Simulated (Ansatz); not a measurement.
# CaHN: how the settings move a single-point run

Question: which choices in the input matter for CaHN?

Method: reference: DFT, r2SCAN, all-electron PAW with datasets made for the crystal, scalar-relativistic, in Ansatz 0.2.0.

## Step 1: The system as given

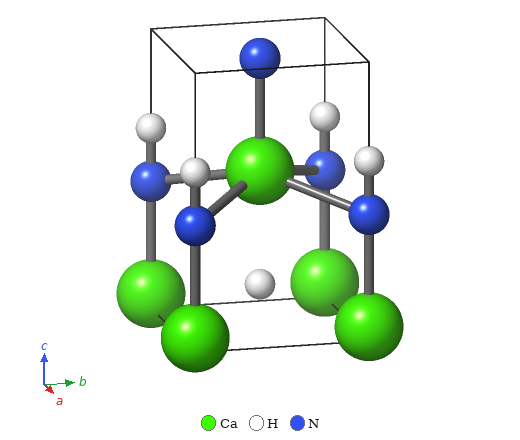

Start, viewed slightly off an axis; calcium green, hydrogen white, nitrogen blue. Atoms on the faces are drawn again on the opposite ones. The cell drawn here is the conventional one.

Coordinates:

```xyz
3
Lattice="-1.7640 1.7640 2.8390 1.7640 -1.7640 2.8390 1.7640 1.7640 -2.8390" Properties=species:S:1:pos:R:3 pbc="T T T"
Ca    0.0000    0.0000    0.2936
H     0.0000    0.0000    3.6594
N     0.0000    0.0000    2.5768
```

## Step 2: Baseline

input.yaml reads:

```yaml
crystal:
  lattice:
    - [-1.7640407162, 1.7640407162, 2.8390341091]
    - [1.7640407162, -1.7640407162, 2.8390341091]
    - [1.7640407162, 1.7640407162, -2.8390341091]
  atoms:
    - { symbol: Ca, position: [0.05171591, 0.05171591, 0.0] }
    - { symbol: H, position: [0.6444750848, 0.6444750848, 0.0] }
    - { symbol: "N", position: [0.4538100052, 0.4538100052, 0.0] }
kpoints:
  mp_grid: { grid: [9, 9, 9] }
scf:
  occupations: { method: fermi_dirac, width: 0.03 }
hamiltonian:
  xc: r2scan
  pseudopotentials: { kind: all_electron, datasets: crystal }
output:
  forces: true
  stress: true
  eigenvalues: true
  efg: { contact_densities: true }
```

Launch:

```sh
ansatz run input.yaml --threads 1 --pin off --max-ram 3072MiB --backend cpu --events-out ev --progress --plain --runs-dir out
```

Excerpt of the output:

```text
[...]
Basis set: ecut = 800 eV, 1857 PW (Γ), exchange–correlation on 144×144×144 points (27 copies of the dense FFT grid, shifted against one another)
[...]
k-points: 75 of 729 (time reversal used)
[...]
SCF iter   1: F=—  HF=-20031.004121 eV  |F-HF|=—  |Δ(HF+E_count)|=         —  Δρ=1.32e-1  dr2=8.47e0  dr2_τ=1.49e0  ethr=5.29e-2  ⟨swp⟩=2.3  Hψ=5296  notcnv=0
preconditioner: auto → none  [insulator: Δε(μ)=4.290 eV  Ē_g=18.896 eV  σ=0.030 eV  W_gap=1.00  n_scr=10 (ndim 8)  ℏωp=23.4 eV  f_vac=0.000  D(μ)=0.00/eV (n_scr^D=0)  ε∞_Penn≈2.5]
SCF iter   2: F=—  HF=-20029.817448 eV  |F-HF|=—  |Δ(HF+E_count)|=    1.19e0  Δρ=1.00e-1  dr2=2.95e0  dr2_τ=1.84e0  ethr=5.29e-2  ⟨swp⟩=4.1  Hψ=2567  notcnv=0  defer=3
[...]
SCF iter   8: F=—  HF=-20029.231111 eV  |F-HF|=—  |Δ(HF+E_count)|=   1.83e-6  Δρ=2.46e-5  dr2=1.14e-7  dr2_τ=3.99e-8  ethr=2.59e-8  ⟨swp⟩=3.9  Hψ=1991  notcnv=0  defer=2
SCF iter   9: F=-20029.231111 eV  HF=-20029.231111 eV  |F-HF|=1.69e-9  |Δ(HF+E_count)|=   9.15e-9  Δρ=4.54e-6  dr2=4.06e-9  dr2_τ=9.67e-10  ethr=7.12e-10  ⟨swp⟩=3.0  Hψ=1928  notcnv=0  defer=1
[...]
SCF converged after 9 iterations
Free energy (F): -20029.231110 eV
[...]
E sigma→0 (E₀):  -20029.231110 eV
[...]
Fermi energy:    8.334515 eV
[...]
  P = ⅓ Tr σ = -2.8781 GPa (-28.781 kbar)
[...]
```

Run time: 74 s. Hardware: 1 thread of Arm Neoverse V2, shared host; peak memory 1.3 GiB.

## Step 3: Changed: preconditioner none, dr2_threshold 1.0e-09

input.yaml: that of step 2 with these lines changed.

```diff
@@ -13,2 +13,4 @@
   occupations: { method: fermi_dirac, width: 0.03 }
+  mixing: { preconditioner: none }
+  convergence: { dr2_threshold: 1.0e-09 }
 hamiltonian:
```

Launch:

```sh
ansatz run input.yaml --threads 1 --pin off --max-ram 3072MiB --backend cpu --events-out ev --progress --plain --runs-dir out
```

Output, cut to the lines that bear on the results:

```text
[...]
Pseudopotentials: kind: all_electron
Pseudopotential: Ca, paw, valence charge 10, recommended cutoff 800 eV (normal), Koelling and Harmon's equation, gaussian nucleus
Pseudopotential: H, paw, valence charge 1, recommended cutoff 800 eV (normal), Koelling and Harmon's equation, gaussian nucleus
Pseudopotential: N, paw, valence charge 5, recommended cutoff 800 eV (normal), Koelling and Harmon's equation, gaussian nucleus
Functional definition: r2SCAN
[...]
Crystal: 3 atoms, lattice volume = 35.338 Å³
Basis set: ecut = 800 eV, 1857 PW (Γ), exchange–correlation on 144×144×144 points (27 copies of the dense FFT grid, shifted against one another)
Bands: 12, of which v1, the nominal top of the filled ones, is band 8 counted from 1 (7 counted from 0)
Symmetry: 8 space group operations
Space group: I4mm (ITA 107), of the structure as read, at distance tolerance 3.3e-5 Å
k-points: 75 of 729 (time reversal used)
[...]
SCF iter   1: F=—  HF=-20031.004121 eV  |F-HF|=—  |Δ(HF+E_count)|=         —  Δρ=1.32e-1  dr2=8.47e0  dr2_τ=1.49e0  ethr=5.29e-2  ⟨swp⟩=2.3  Hψ=5296  notcnv=0
[...]
SCF iter  10: F=-20029.231111 eV  HF=-20029.231111 eV  |F-HF|=1.06e-10  |Δ(HF+E_count)|=  4.22e-10  Δρ=1.28e-6  dr2=3.04e-10  dr2_τ=7.31e-11  ethr=2.61e-11  ⟨swp⟩=3.0  Hψ=1877  notcnv=0  defer=1
[...]
SCF converged after 10 iterations
Free energy (F): -20029.231110 eV
[...]
E sigma→0 (E₀):  -20029.231110 eV
[...]
Past the cutoffs: a stress includes 0.0010 GPa for waves and charges beyond them, in addition to the slope of what the spheres take
In the spheres:  the bands' charges fall short by 2.2e-6 e at most (sound up to 1e-3)
Fermi energy:    8.334510 eV
[...]
  The terms above E_closure are by the made datasets' own strengths, without shells solved beside the bands.
--- Forces (eV/Å), atoms counted from 1 ---
  atom   1  Ca     0.00000000    -0.00000000    -0.03700343
  atom   2  H     -0.00000000     0.00000000    -1.75709375
  atom   3  N     -0.00000000     0.00000000     1.79410723
[...]
--- Stress (GPa, compression-positive) ---
       -0.566769       0.000000      -0.000000
        0.000000      -0.566769       0.000000
       -0.000000       0.000000      -7.501438
  P = ⅓ Tr σ = -2.8783 GPa (-28.783 kbar)
--- PAW observables at the nuclei: V_zz in 10²¹ V/m², potentials from the cell's mean, atoms counted from 1 ---
  atom   1  Ca V_zz =    +1.893922   η = 0.0000   by run symmetry: allowed
            electrostatic potential = -2214.805782 V   contact ρ = 41232.490308 e/Å³
  atom   2  H  V_zz =    +2.865017   η = 0.0000   by run symmetry: allowed
            electrostatic potential = -40.489198 V   contact ρ = 3.029459 e/Å³
  atom   3  N  V_zz =    +8.321645   η = 0.0000   by run symmetry: allowed
            electrostatic potential = -514.570121 V   contact ρ = 1411.723651 e/Å³
--- Band table (eV; the first three rows and the last of 75) ---
  k-point 0: bands = ["-33.5434", "-13.6814", "-13.5307", "-13.5307", "-7.7340", "3.3033", "7.0288", "7.0288", "9.5984", "11.9689"]
[...]
```

Run time: 79 s. Hardware: 1 thread of Arm Neoverse V2, shared host; peak memory 1.3 GiB.

The changed mixing and convergence setting doesn't alter the result here (within 0.5 meV/atom). Cost: 10 SCF cycles against 9.

## Step 4: All runs together

```csv
run,ending,energy change,pressure (GPa),gap (eV),force (eV/Å),cycles,time
reference,converged,0,-2.9,2.57,1.79,9,74 s
"1: preconditioner none, dr2_threshold 1.0e-09",converged,0.0 meV/atom,-2.9,2.57,1.79,10,79 s
```

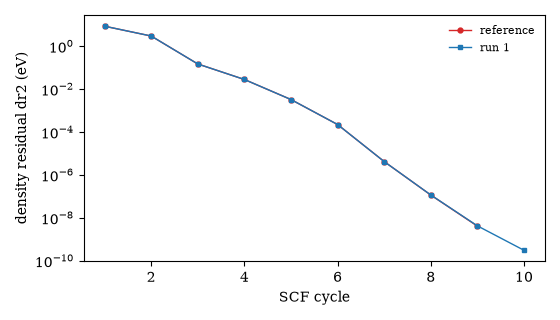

Residual by cycle in the longest SCF loop of each run; runs are numbered as in the table.

**Reading.** With the changed mixing and convergence setting the energy agrees within 0.5 meV/atom. Cost: 10 SCF cycles against 9.

These are semilocal Kohn-Sham gaps, which aren't the measured quantity. Such gaps usually fall short of the measured ones.
